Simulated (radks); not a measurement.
Run report: Pb³⁺, atomic calculation

- system: the lead ion Pb³⁺ in the configuration [Xe] 4f14 5d10 6s1.
- method: scalar-relativistic Kohn-Sham, Slater X-alpha with alpha = 0.574, spin-unpolarised, spherical densities, point nucleus (the in-house radial solver radks)

**The program's output**
```
1s      1   2.0000       -3232.95635996
2s      1   2.0000        -578.37707416
2p      1   6.0000        -496.18503240
3s      1   2.0000        -139.33168129
3p      1   6.0000        -115.78909757
3d      1  10.0000         -91.74336113
4s      1   2.0000         -32.13766722
4p      1   6.0000         -24.43212442
4d      1  10.0000         -15.52094056
4f      1  14.0000          -5.68552381
5s      1   2.0000          -6.18080379
5p      1   6.0000          -4.04426613
5d      1  10.0000          -1.68071873
6s      1   1.0000          -1.30072456
Etot -20809.15292630908
Ekin 23530.021686740096
Encl -51947.83946526739
Eh 7922.86912575612
Exc -314.20427353791155
err 1.0722731566877061e-08
it 14
```

**Slater integrals of the outer shells (hartree)**

```csv
integral,value
"F0(6s,6s)",0.4228
"F0(6s,5d)",0.4957
"G2(6s,5d)",0.1109
"F0(6s,5p)",0.5185
"G1(6s,5p)",0.0416
"F0(6s,4f)",0.5530
"G3(6s,4f)",0.0163
"F0(5d,5d)",0.6958
```

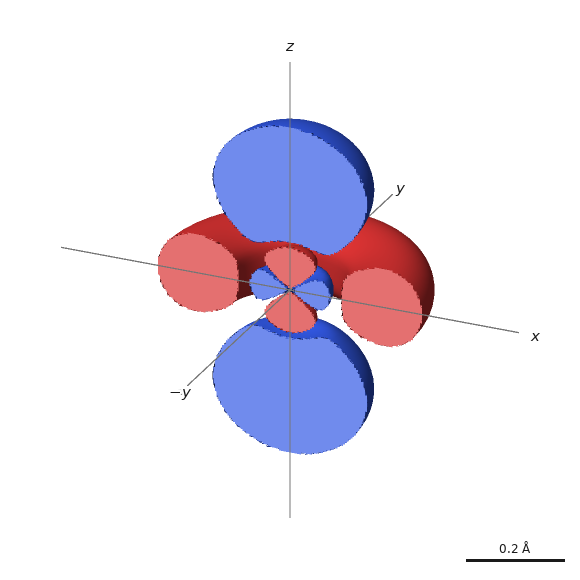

One occupied orbital is shown. The surface of constant |ψ| that holds about 80 % of the electron is drawn, blue where ψ is positive and red where it is negative, with the half in front of the xz plane cut away and the cut face painted. The radial function comes from the spherical calculation and is multiplied by a real spherical harmonic; the overall sign is chosen so that the largest lobe of P(r) is positive; at the scalar-relativistic level it is the large component. It is 4d(z²). It has two nodal cones about z and 1 radial node, at r = 0.191 bohr. The outermost maximum of P² lies at 0.389 bohr, ⟨r⟩ = 0.433 bohr, 90 % of the charge lies within 0.644 bohr, and the eigenvalue is −422.3 eV, with 10 electrons in the shell.

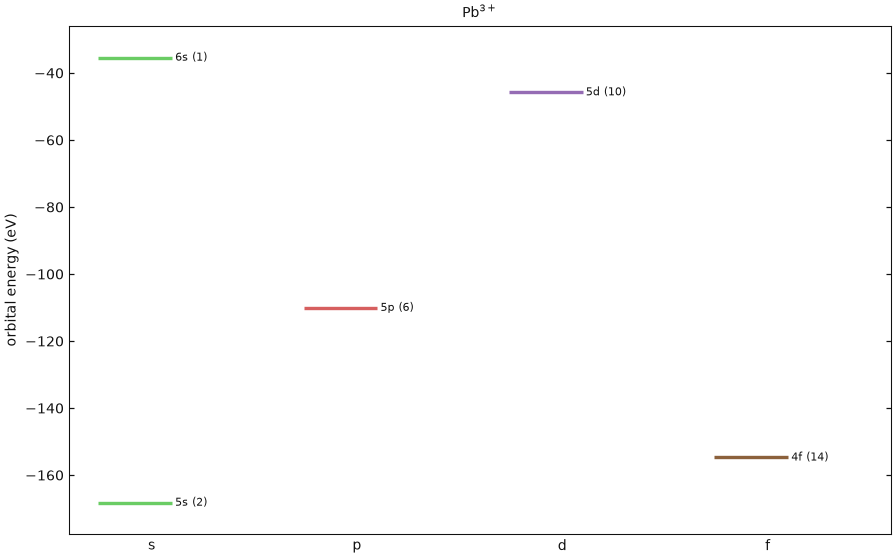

The outer levels are drawn by angular momentum (occupations in brackets). The highest occupied level is 6s at −35.4 eV. The highest 3 occupied levels, from the top down, are 6s (−35.4 eV), 5d (−45.7 eV), 5p (−110.1 eV). The measured ionisation energy (NIST) is 42.3 eV; minus the highest level, 35.4 eV, lies 16 % below it.

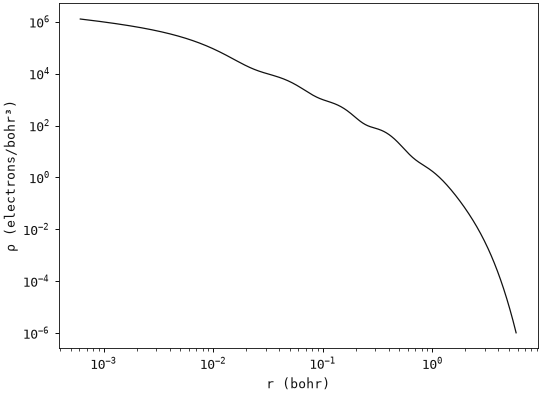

The electron density ρ(r) on a logarithmic scale. The density falls from 1.3×10⁶ electrons/bohr³ at the inner end (r = 0.00061 bohr) to 0.001 at r = 3.43 bohr, a common measure of the size of an atom or ion. The highest occupied orbital, 6s (⟨r⟩ = 2.13 bohr, −35.4 eV), is also the most diffuse and sets the fall-off far out: over the last part drawn ln ρ falls by 2.9 per bohr, against 2√(−2ε) = 3.2 for the pure exponential. The steps in the slope mark the shells; the radial density has its minima at 0.021, 0.089 and 0.25 bohr.

**Input**
```
Z 82
configuration [Xe] 4f14 5d10 6s1
relativity scalar-relativistic
functional xalpha 0.574
spin unpolarised
nucleus point
c 137.035999084
```

Energies in input and log are in hartree, lengths in bohr.

**Summary**

```tsv
quantity	value
outcome	converged
total energy	−20809.1529 hartree
kinetic energy	23530.0217 hartree
electron–nucleus energy	−51947.8395 hartree
Hartree energy	7922.8691 hartree
exchange–correlation energy	−314.204274 hartree
radius at density 0.001 e/bohr³	3.43 bohr
SCF iterations	14
hardware	1 CPU thread, shared host
```
